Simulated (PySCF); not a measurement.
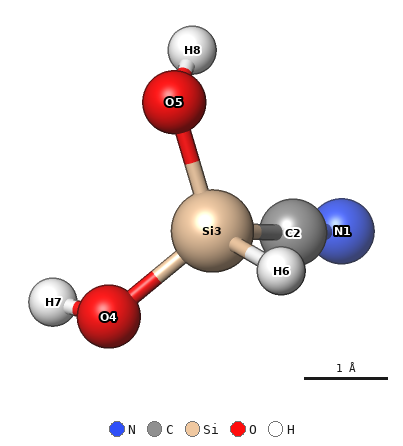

The structure (ball-and-stick view, seen at a tilt; atoms are numbered from 1 in the order of the input). Bond lengths as drawn: C–N 1.16 Å, C–Si 1.87 Å, H–O 0.96 Å, H–Si 1.47 Å and O–Si 1.64 to 1.65 Å.

# Run report: CH$_{3}$NO$_{2}$Si, NMR shielding calculation

CH$_{3}$NO$_{2}$Si, computed with GIAO PBE0/def2-SVP NMR shielding, non-relativistic, gas phase (PySCF 2.14.0).

The geometry comes from this level: PBE0-D3(BJ)/def2-SVP. Figures and captions count atoms from 1; the log counts them from 0 in places.

Input file
```
{"job": {"kind": "nmr", "xc": "PBE0", "basis": "def2-SVP", "pop": true}, "charge": 0, "multiplicity": 1}
N      2.478950     0.838482    -0.365233
C      1.439092     0.449709    -0.029768
Si    -0.262628    -0.148773     0.464958
O     -0.483329    -1.683541    -0.075722
O     -1.311338     0.934412    -0.200462
H     -0.364757    -0.204779     1.931974
H     -0.484623    -1.841536    -1.024784
H     -0.957233     1.635341    -0.755108
```

The first line tells a small driver script what to run in PySCF; the rest is the geometry in Å.

Hardware: 1 CPU thread, shared host.

Launched with:
```bash
OMP_NUM_THREADS=1 python <driver script> task.json out
```

Log
```
coarse grid: 7808 points
cycle   1  E = -533.7550991153  dE =  5.726e-01  |g| = 9.540e-01  |ddm| = 3.068e+00
cycle   2  E = -533.4371666388  dE =  3.179e-01  |g| = 1.574e+00  |ddm| = 1.818e+00
cycle   3  E = -533.9169277789  dE = -4.798e-01  |g| = 2.514e-01  |ddm| = 1.240e+00
cycle   4  E = -533.9286138519  dE = -1.169e-02  |g| = 1.071e-01  |ddm| = 2.159e-01
cycle   5  E = -533.9311282136  dE = -2.514e-03  |g| = 1.335e-02  |ddm| = 7.718e-02
cycle   6  E = -533.9311757879  dE = -4.757e-05  |g| = 1.889e-03  |ddm| = 1.503e-02
cycle   7  E = -533.9311766993  dE = -9.114e-07  |g| = 4.217e-04  |ddm| = 2.314e-03
final grid: 72664 points
cycle   8  E = -534.0076789023  dE = -1.143e-05  |g| = 6.673e-03  |ddm| = 1.510e-02
cycle   9  E = -534.0076677590  dE =  1.114e-05  |g| = 1.011e-02  |ddm| = 1.226e-02
cycle  10  E = -534.0076874404  dE = -1.968e-05  |g| = 1.449e-03  |ddm| = 7.368e-03
cycle  11  E = -534.0076878958  dE = -4.554e-07  |g| = 3.232e-04  |ddm| = 1.066e-03
cycle  12  E = -534.0076879185  dE = -2.264e-08  |g| = 5.854e-05  |ddm| = 2.676e-04
cycle  13  E = -534.0076879194  dE = -9.054e-10  |g| = 7.832e-06  |ddm| = 5.912e-05
```

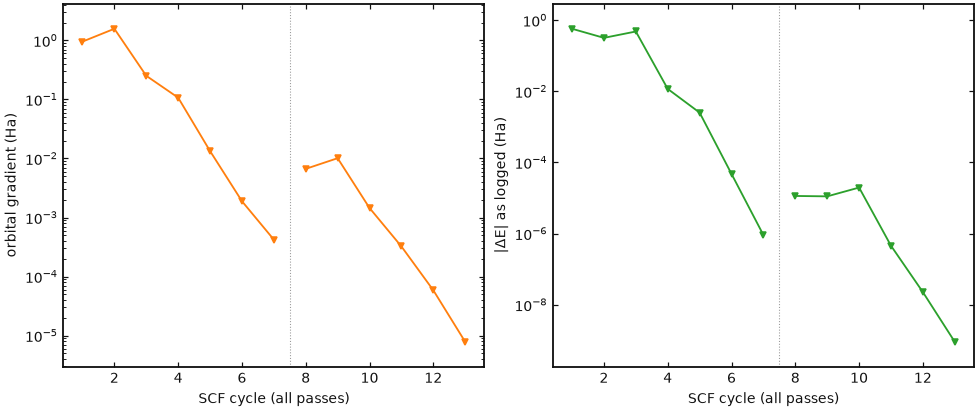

Convergence of the self-consistent field: orbital gradient and size of the energy change against the SCF cycle. The dotted line marks the change from a coarse to the final integration grid. The first 7 cycles use a coarse grid, the final grid takes over at cycle 8, and the field converges after 13 cycles in all.

```
converged SCF energy = -534.0076879194

GIAO shielding tensors (ppm)
atom      isotropic    diamagn.    paramagn.     s11        s22        s33       span
  0 N      -60.090     326.725    -386.815   -245.520   -233.594    298.843    544.362
  1 C       75.891     273.428    -197.537    -32.070    -28.634    288.378    320.448
  2 Si     473.494     881.916    -408.423    413.469    495.982    511.029     97.560
  3 O      281.616     385.228    -103.612    238.155    299.381    307.311     69.156
  4 O      282.658     386.426    -103.768    234.462    297.338    316.174     81.712
  5 H       26.970      28.775      -1.804     23.770     24.505     32.637      8.867
  6 H       29.358      30.969      -1.611     22.360     24.391     41.323     18.963
  7 H       29.270      31.685      -2.415     22.305     24.788     40.718     18.413
```

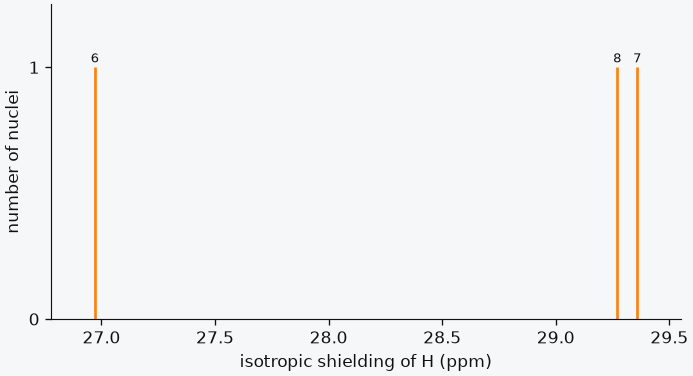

Isotropic shieldings of the hydrogen nuclei in this fixed geometry, labelled by atom number; shielding grows to the right, so chemical shift grows to the left. The least shielded is H6 (27.0 ppm), the most shielded H7 (29.4 ppm).

Summary

- outcome: converged
- total energy: −534.007688 hartree
- HOMO: −9.54 eV
- LUMO: −0.54 eV
- dipole moment: 2.28 D
- isotropic shielding, N: −60.1 ppm
- isotropic shielding, C: 75.9 ppm
- isotropic shielding, Si: 473.5 ppm
- isotropic shielding, O: 281.6 to 282.7 ppm
- isotropic shielding, H: 27.0 to 29.4 ppm
- wall time: 4.8 s
- peak memory: 0.44 GiB
